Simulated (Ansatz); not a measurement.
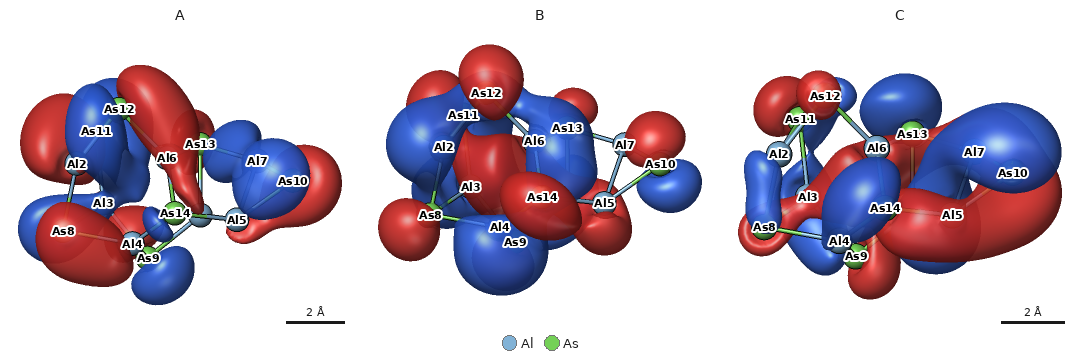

The picture shows: Al7As7. Three frontier orbitals at ±0.04 Å⁻³ᐟ² (red and blue are the two phases), in no order.

Geometry: PBE-D4/def2-SVP.

The calculation used RKS PBE0-D4/def2-TZVP in Ansatz 0.2.0.

The calculation's input:

```
crystal:
  periodic: [false, false, false]
  atoms:
    - {symbol: Al, position_ang: [0.778956, -1.883590, 0.015755]}
    - {symbol: Al, position_ang: [-1.900454, 2.170292, -1.266513]}
    - {symbol: Al, position_ang: [-1.397531, -0.378275, -2.105372]}
    - {symbol: Al, position_ang: [-2.089492, -0.718465, 0.473606]}
    - {symbol: Al, position_ang: [0.957450, -1.260027, 2.581721]}
    - {symbol: Al, position_ang: [0.597704, 1.006220, 0.243663]}
    - {symbol: Al, position_ang: [3.146133, -0.827468, 1.174960]}
    - {symbol: As, position_ang: [-3.568361, 0.462003, -1.086980]}
    - {symbol: As, position_ang: [-1.299758, -2.586744, -1.018879]}
    - {symbol: As, position_ang: [3.107142, -0.812643, 3.520556]}
    - {symbol: As, position_ang: [-0.108413, 1.600230, -2.940795]}
    - {symbol: As, position_ang: [0.249342, 3.140159, -0.815039]}
    - {symbol: As, position_ang: [2.366851, -0.270580, -1.034785]}
    - {symbol: As, position_ang: [-0.839579, 0.358868, 2.258092]}
basis:
  gaussian: {orbitals: def2-TZVP, fitting: {mean_field: def2-universal-jkfit}, initial_orbitals: start.molden}
hamiltonian: {xc: pbe0, dispersion: d4}
scf: {omitted_lower_state_checks: [starts]}
output: {orbitals: {seedname: orbitals}}
```

Run with:

```sh
ansatz run in.yaml --threads 2 --pin off --events-out ev --progress --plain --max-ram 32768MiB --backend cuda --devices 0, --max-vram 18GiB
```

> Which picture is the HOMO−1, the HOMO and the LUMO?

A is the HOMO−1 (−5.91 eV). By Hirshfeld shares it lies mainly on As11 (about 30 %), As8 (about 10 %), As12 (about 10 %), As10 (about 10 %) and Al2 (about 10 %). C is the HOMO (−5.57 eV). By Hirshfeld shares it lies mainly on As10 (about 25 %), Al5 (about 15 %), Al1 (about 15 %), Al7 (about 10 %), As14 (about 10 %) and As13 (about 10 %). B is the LUMO (−3.60 eV). By Hirshfeld shares it lies mainly on Al4 (about 15 %), Al3 (about 15 %), As11 (about 10 %), As14 (about 10 %), Al6 (about 10 %) and Al2 (about 10 %).

> What is the HOMO–LUMO gap?

1.97 eV between the orbital energies.
